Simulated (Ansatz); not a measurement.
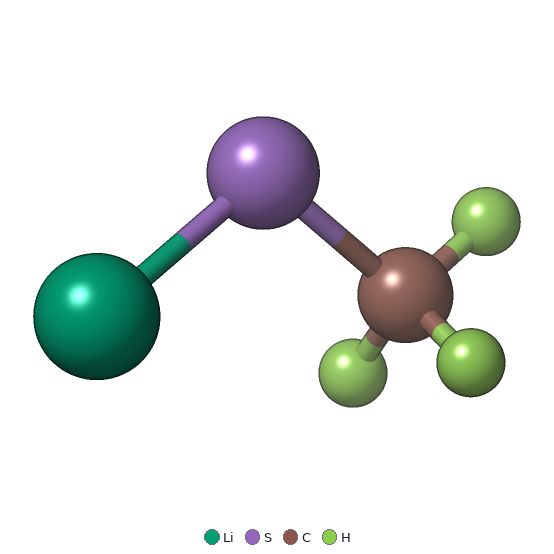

The computed structure is the end point of a PBE0-D4/def2-TZVP optimisation.

> Which formula does it have?

CH3LiS, 6 atoms: 1 carbon, 3 hydrogen, 1 lithium and 1 sulfur.

> How many bonds of each kind are drawn?

3 C–H, 1 Li–S, 1 C–S.

> Give a SMILES string for it.

[Li][S]C

The parts below concern this one geometry. Atoms keep their numbers from picture to picture.

## Vibrations

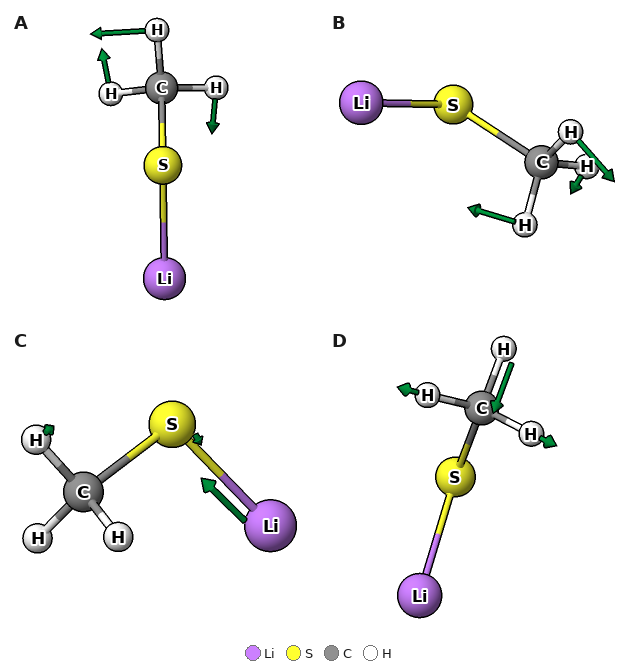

4 normal modes of one molecule or complex, as arrows. Harmonic vibrations computed with RKS PBE0-D4/def2-TZVP (Ansatz 0.2.0) at a stationary point of the same level.

> Match the panels to the wavenumbers 587 cm⁻¹, 948 cm⁻¹, 1481 cm⁻¹, 3123 cm⁻¹.

A: 1481 cm⁻¹, H–C–H bending
B: 948 cm⁻¹, H–C–S bending
C: 587 cm⁻¹, Li–S stretching
D: 3123 cm⁻¹, C–H stretching

## Levels of theory compared

Program: Ansatz 0.2.0.

Compare HOMO energy (eV), HOMO–LUMO gap (eV), vertical IP (eV) at these levels: B3LYP-D4/def2-TZVPP; PBE-D4/def2-TZVPP; PBE0-D4/def2-TZVPP; r2SCAN-D4/def2-TZVPP; ωB97M-V/def2-TZVPP; ωB97X-V/def2-TZVPP.

```
               level  HOMO energy (eV)  HOMO–LUMO gap (eV)  vertical IP (eV)
 B3LYP-D4/def2-TZVPP             −4.91                3.35              7.46
   PBE-D4/def2-TZVPP             −4.02                2.23              7.40
  PBE0-D4/def2-TZVPP             −5.11                3.83              7.37
r2SCAN-D4/def2-TZVPP             −4.19                3.15              7.33
  ωB97M-V/def2-TZVPP             −7.28                6.56              7.44
  ωB97X-V/def2-TZVPP             −7.40                7.30              7.40
```

## Charges

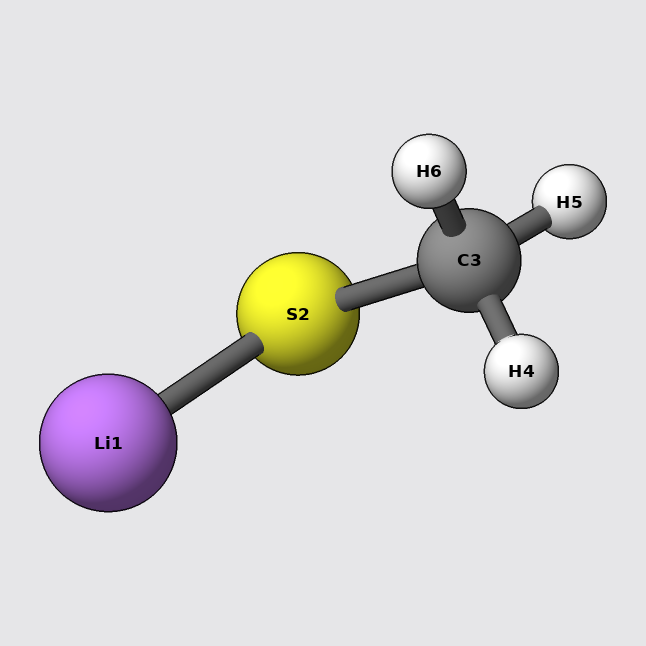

The questions are on Mulliken charges. Properties computed with RKS PBE-D4/def2-TZVPP (Ansatz 0.2.0).

> Which atom carries the highest charge (most positive or least negative)?

Li1 (0.58 e).

> And the lowest?

S2 (−0.62 e).

List the Mulliken charges.

| atom | value (e) |
| --- | --- |
| Li1 | 0.58 |
| S2 | −0.62 |
| C3 | −0.28 |
| H4 | 0.10 |
| H5 | 0.11 |
| H6 | 0.10 |

Mulliken values depend strongly on the basis set and can even reverse the polarity of a bond.
